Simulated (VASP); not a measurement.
Band structure of MgSe (space group F-43m). Level of theory: PBEsol GGA with spin-orbit coupling, VASP's PBE PAW potentials (set 64) (plane waves; VASP 6.6.1).

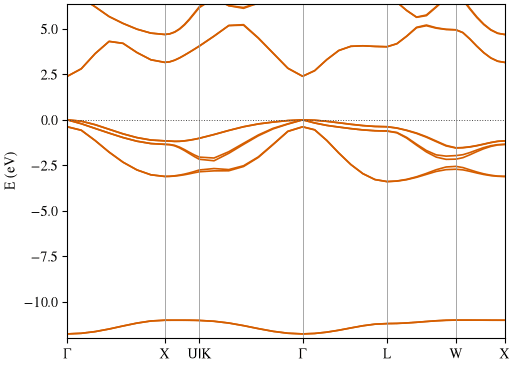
Bands along high-symmetry lines, zero at the valence-band maximum or, without a gap, the Fermi level

Question: Read the plot: is there a gap, and where are the band edges?

Answer: The gap is direct, 2.39 eV, from the valence maximum at Γ to the conduction minimum at Γ.

The structure comes from a computed database's MgSe entry (F-43m); how it stands against other phases isn't given here. The cell was not relaxed at this level.
